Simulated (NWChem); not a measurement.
# C4H6 (1,3-butadiene): PBE/6-31G

What is the vertical ionisation energy of C4H6 (1,3-butadiene) at PBE/6-31G? 

The results are computed with NWChem 7.3.0.

## 1. The structure to begin with

C4H6 has 10 atoms, charge 0, and is taken as a singlet. SMILES: `C=CC=C`. The coordinates come from a PBE0-D4/def2-TZVP relaxation. This is one conformer, not always the lowest.

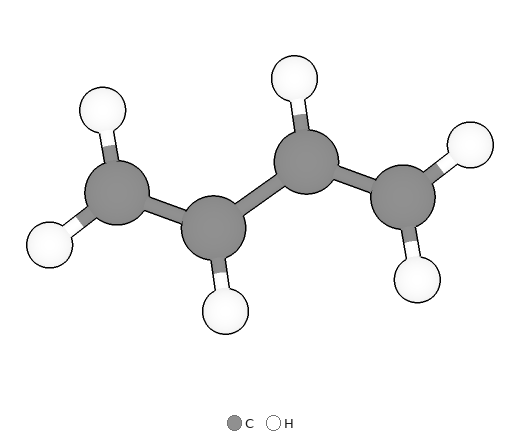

Viewed from a chosen angle; carbon grey, hydrogen white.

## 2. A single-point energy at PBE/6-31G

work.nw

```
start work
title "C4H6"
memory stack 880 mb heap 220 mb global 1100 mb
charge 0
geometry units angstrom noautosym nocenter noautoz
   C    -1.238700    0.817200   -1.071400
   C    -0.552400    0.453400    0.010700
   C     0.569100   -0.463500   -0.010200
   C     1.255300   -0.827500    1.072000
   H    -0.984700    0.433100   -2.054200
   H    -2.072000    1.506400   -1.011400
   H    -0.830800    0.855200    0.982800
   H     0.847600   -0.865200   -0.982300
   H     1.001000   -0.443600    2.054900
   H     2.088600   -1.516600    1.012000
end
basis spherical bse
   * library 6-31G
end
dft
   xc xpbe96 cpbe96
   grid fine
   convergence energy 1e-08
   maxiter 100
   mulliken
   noprint "final vectors analysis"
end
task dft energy
```

Launch:

```
$ nwchem work.nw > work.out
```

Log:

```text
[...]
          Wavefunction type:  closed shell.
          No. of atoms     :    10
          No. of electrons :    30
[...]
          Charge           :     0
          Spin multiplicity:     1
[...]
          AO basis - number of functions:    48
[...]
              XC Information
              --------------
          PerdewBurkeErnzerhof Exchange Functional  1.000
            Perdew 1991 LDA Correlation Functional  1.000 local
           PerdewBurkeErnz. Correlation Functional  1.000 non-local
[...]
 d= 0,ls=0.0,diis     1   -155.7051842063 -2.60D+02  1.10D-02  3.07D-01     1.4
[...]
 d= 0,ls=0.0,diis     8   -155.7384024949  6.38D-09  3.52D-06  4.77D-08     7.8
         Total DFT energy =     -155.738402494856
      One electron energy =     -414.227393813884
           Coulomb energy =      178.031931793072
    Exchange-Corr. energy =      -23.683953045827
 Nuclear repulsion energy =      104.141012571784
[...]
      Total Density - Mulliken Population Analysis
     ---------------------------------------------
    Atom       Charge   Shell Charges
 -----------   ------   -------------------------------------------------------
    1 C    6     6.34   2.00  0.70  2.08  0.59  0.97
    2 C    6     6.07   2.00  0.71  2.09  0.48  0.80
    3 C    6     6.07   2.00  0.71  2.09  0.48  0.80
    4 C    6     6.34   2.00  0.70  2.08  0.59  0.97
    5 H    1     0.86   0.53  0.33
    6 H    1     0.86   0.54  0.32
    7 H    1     0.87   0.54  0.33
    8 H    1     0.87   0.54  0.33
    9 H    1     0.86   0.53  0.33
   10 H    1     0.86   0.54  0.32
[...]
```

It took 8.4 s on 1 thread of Intel Xeon Platinum 8259CL at 2.50GHz (Skylake/Cascade Lake), shared host; peak memory 0.12 GiB.

## 3. The doublet cation

c4h6.xyz

```xyz
10

C     -1.238700     0.817200    -1.071400
C     -0.552400     0.453400     0.010700
C      0.569100    -0.463500    -0.010200
C      1.255300    -0.827500     1.072000
H     -0.984700     0.433100    -2.054200
H     -2.072000     1.506400    -1.011400
H     -0.830800     0.855200     0.982800
H      0.847600    -0.865200    -0.982300
H      1.001000    -0.443600     2.054900
H      2.088600    -1.516600     1.012000
```

c4h6.nw

```
start c4h6
memory total 2200 mb
charge 1

geometry noautosym nocenter noautoz
  load format xyz c4h6.xyz
end

basis "ao basis" spherical bse
  * library 6-31G
end

dft
  xc xpbe96 cpbe96
  mult 2
  grid fine
  convergence energy 1e-08
  iterations 100
  mulliken
  noprint "final vectors analysis"
end

task dft
```

Launch:

```
$ nwchem c4h6.nw > c4h6.out
```

Log:

```text
[...]
          Wavefunction type:  spin polarized.
          No. of atoms     :    10
          No. of electrons :    29
[...]
          Charge           :     1
          Spin multiplicity:     2
[...]
          AO basis - number of functions:    48
[...]
              XC Information
              --------------
          PerdewBurkeErnzerhof Exchange Functional  1.000
            Perdew 1991 LDA Correlation Functional  1.000 local
           PerdewBurkeErnz. Correlation Functional  1.000 non-local
[...]
 d= 0,ls=0.0,diis     1   -155.3704664389 -2.60D+02  9.82D-03  1.20D-01     1.8
[...]
 d= 0,ls=0.0,diis    10   -155.4178710573 -2.39D-09  1.76D-06  2.76D-08    14.9
[...]
         Total DFT energy =     -155.417871057323
      One electron energy =     -406.625184675853
           Coulomb energy =      170.446755418094
    Exchange-Corr. energy =      -23.380454371348
 Nuclear repulsion energy =      104.141012571784
[...]
      Total Density - Mulliken Population Analysis
     ---------------------------------------------
    Atom       Charge   Shell Charges
 -----------   ------   -------------------------------------------------------
    1 C    6     6.21   2.00  0.74  2.02  0.64  0.80
    2 C    6     6.05   2.00  0.73  2.07  0.51  0.75
    3 C    6     6.05   2.00  0.73  2.07  0.51  0.75
    4 C    6     6.21   2.00  0.74  2.02  0.64  0.80
    5 H    1     0.75   0.52  0.23
    6 H    1     0.74   0.52  0.22
    7 H    1     0.76   0.53  0.23
    8 H    1     0.76   0.53  0.23
    9 H    1     0.75   0.52  0.23
   10 H    1     0.74   0.52  0.22
[...]
      <S2> =      0.7561 (Exact =     0.7500)
[...]
```

Run time: 16 s. Hardware: 1 thread of Intel Xeon Platinum 8259CL at 2.50GHz (Skylake/Cascade Lake), shared host; peak memory 0.12 GiB.

## 4. What came out

At PBE/6-31G:

```
                                          quantity          value
                        singlet C4H6: total energy  -155.73840 Eh
                       singlet C4H6: dipole moment         0.00 D
                      doublet cation: total energy  -155.41787 Eh
                              doublet cation: ⟨S²⟩          0.756
vertical ionisation energy (to the doublet cation)       8.722 eV
```

**Reading.** Removing an electron at fixed nuclei costs 8.72 eV (842 kJ/mol). Mulliken charges (singlet C4H6) run from -0.34 on C1 to +0.14 on H5.
